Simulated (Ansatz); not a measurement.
# NOF (nitrosyl fluoride): levels of theory compared

Wanted: a comparison of 6 runs (HF/STO-3G, UHF/STO-3G, B3LYP/STO-3G, r2SCAN/STO-3G, wB97X/STO-3G, MP2/STO-3G) of NOF (nitrosyl fluoride). 

Program for the calculation: Ansatz 0.2.0.

63 further runs of the same task are left out: 16 that didn't finish, 47 set aside as unsound or not needed.

### 1 The structure to begin with

NOF has 3 atoms, charge 0, and is taken as a singlet. As SMILES, `O=NF`. The N2–O1 distance was set to 2.817 Å, away from the relaxed value. At this shape a bond of the SMILES string is far longer than usual.

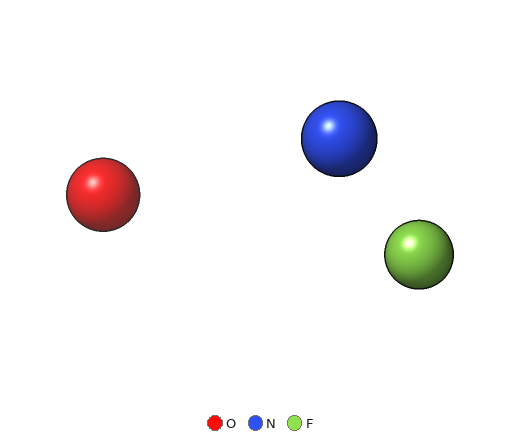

Viewed from a chosen angle; oxygen red, nitrogen blue, fluorine green.

### 2 A single-point energy at HF/STO-3G (run 1)

input.yaml

```yaml
crystal:
  periodic: [false, false, false]
  atoms:
    - symbol: O
      position_ang: [1.947490, 1.331245, 1.216992]
    - symbol: N
      position_ang: [0.148930, -0.482540, 0.029910]
    - symbol: F
      position_ang: [-1.017290, 0.239580, -0.534650]
basis:
  gaussian:
    orbitals: STO-3G
accuracy: high
hamiltonian:
  xc: hf
```

The run is started by

```sh
ansatz run input.yaml --threads 1 --pin off --max-ram 3480MiB --events-out events.jsonl --progress --plain --runs-dir runs
```

Output:

```text
Warning: RAYON_NUM_THREADS=1 ignored (pool sized by the plan → 1); use --threads N
Functional definition: HF
  name "HF"
  exchange = exact_x
  correlation = 0
231 factors; integrals over basis functions are off by at most 4.3e-8 eV
mean field evaluation 1: about -6072.3000 eV, gradient 4.5e1 eV
mean field evaluation 2: about -6072.3271 eV, gradient 4.5e1 eV
mean field evaluation 4: about -6069.9513 eV, gradient 4.2e1 eV
mean field evaluation 8: about -6129.5153 eV, gradient 3.3e0 eV
mean field evaluation 16: about -6129.5933 eV, gradient 1.2e-8 eV
mean field evaluation 32: about -6129.5641 eV, gradient 4.2e-2 eV
mean field evaluation 64: about -6129.5142 eV, gradient 1.2e-1 eV
mean field evaluation 96: about -6129.5727 eV, gradient 1.9e-2 eV
mean field evaluation 128: about -6129.5728 eV, gradient 2.5e-6 eV
mean field evaluation 160: about -6129.4441 eV, gradient 2.0e0 eV
mean field evaluation 192: about -6129.5887 eV, gradient 1.9e-1 eV
mean field -6129.59325113 eV, -225.2583971916 hartree, gradient 1.2e-8 eV, S^2 0.000000; 4 other end points of the search recorded, 0 dependent functions left out
reference -6129.59325113 eV, -225.2583971916 hartree; 12, 12 occupied and 3, 3 virtual orbitals, 231 factors
Total energy: -6129.59325113 eV, -225.2583971916 hartree
```

It took 0.18 s on 1 thread of Intel Xeon Platinum 8488C (Sapphire Rapids), shared host.

### 3 A single-point energy at UHF/STO-3G (run 2)

input.yaml

```yaml
crystal:
  periodic: [false, false, false]
  atoms:
    - {symbol: O, position_ang: [1.947490, 1.331245, 1.216992]}
    - {symbol: N, position_ang: [0.148930, -0.482540, 0.029910]}
    - {symbol: F, position_ang: [-1.017290, 0.239580, -0.534650]}
basis:
  gaussian:
    orbitals: STO-3G
accuracy: high
magnetization:
  spin_polarized: true
  initial_magnetization: 0
hamiltonian:
  xc: hf
```

The run is started by

```sh
ansatz run input.yaml --threads 1 --pin off --max-ram 3480MiB --events-out events.jsonl --progress --plain --runs-dir runs
```

Output (excerpt; [...] marks lines left out):

```text
Warning: RAYON_NUM_THREADS=1 ignored (pool sized by the plan → 1); use --threads N
Functional definition: HF
  name "HF"
[...]
231 factors; integrals over basis functions are off by at most 4.3e-8 eV
[...]
mean field -6136.81883898 eV, -225.5239326474 hartree, gradient 4.7e-8 eV, S^2 2.148877; 14 other end points of the search recorded, 0 dependent functions left out
reference -6136.81883898 eV, -225.5239326474 hartree; 12, 12 occupied and 3, 3 virtual orbitals, 231 factors
Total energy: -6136.81883898 eV, -225.5239326474 hartree
```

It took 0.87 s on 1 thread of Intel Xeon Platinum 8488C (Sapphire Rapids), shared host.

Runs 3 to 5 aren't shown in full; the table further down has their settings and results.

### 4 A single-point energy at MP2/STO-3G (run 6)

in.yaml

```yaml
crystal:
  periodic: [false, false, false]
  atoms:
    - {symbol: O, position_ang: [1.947490, 1.331245, 1.216992]}
    - {symbol: N, position_ang: [0.148930, -0.482540, 0.029910]}
    - {symbol: F, position_ang: [-1.017290, 0.239580, -0.534650]}
basis:
  gaussian:
    orbitals: STO-3G
magnetization:
  spin_polarized: false
  initial_magnetization: 0
correlation:
  method: mp2
  frozen_orbitals: {F: 1, "N": 1, O: 1}
accuracy: high
```

The run is started by

```sh
ansatz run in.yaml --threads 1 --pin off --max-ram 3480MiB --events-out events.jsonl --progress --plain --runs-dir runs
```

Output (excerpt; [...] marks lines left out):

```text
Warning: RAYON_NUM_THREADS=1 ignored (pool sized by the plan → 1); use --threads N
Functional definition: HF
  name "HF"
[...]
231 factors; integrals over basis functions are off by at most 4.3e-8 eV
[...]
mean field -6129.59325113 eV, -225.2583971916 hartree, gradient 1.2e-8 eV, S^2 0.000000; 17 other end points of the search recorded, 0 dependent functions left out; unrestricted orbitals would lower it
[...]
unrestricted determinant -6134.20674636 eV, -225.4279400139 hartree, S^2 1.9966
3 core orbitals not correlated: weight in the atoms' cores, before any rotation towards them, 1.000 or more for the frozen orbitals, at most 0.000 for the correlated occupied ones
reference -6129.59325113 eV, -225.2583971916 hartree; 9, 9 occupied and 3, 3 virtual orbitals, 231 factors
second order -2.23689592 eV of doubles, -0.00000000 eV of singles
WARN: the method's energy lies above the unrestricted determinant's, so it is not that of the lowest state
Total energy: -6131.83014706 eV, -225.3406016006 hartree
```

Wall time 0.47 s (1 thread of Intel Xeon Platinum 8488C (Sapphire Rapids), shared host).

### 5 All runs side by side

```
run          level  frozen core orbitals  energy (Eh)  wall time
  1      HF/STO-3G                     –  -225.258397     0.18 s
  2     UHF/STO-3G                     –  -225.523933     0.87 s
  3   B3LYP/STO-3G                     –  -226.146087      1.2 s
  4  r2SCAN/STO-3G                     –  -226.122354      5.7 s
  5   wB97X/STO-3G                     –  -226.129128      8.7 s
  6     MP2/STO-3G                     3  -225.340602     0.47 s
```

### 6 Summary of results

```
                                          quantity          value
                               run 6: total energy  -225.34060 Eh
run 6: correlation energy (3 core orbitals frozen)      -82.2 mEh
```

In words: Totals of different functionals can't be ranked against each other. In run 6 the log says that unrestricted orbitals would lower the reference, so the values rest on an unstable closed-shell determinant (other closed-shell runs at this shape may share the fault). In runs 1, 2, 3, 4, 5, 6 the basis is minimal, so the values are rough. In runs 1, 3, 4, 5, 6 a closed-shell determinant meets a far-stretched bond, which it describes badly. Spin contamination of the reference: run 2 ⟨S²⟩ = 2.15. Where it is this large, the reference is a mixture of spin states, and values that rest on it are in doubt. All runs together took 17 s, the longest 8.7 s.
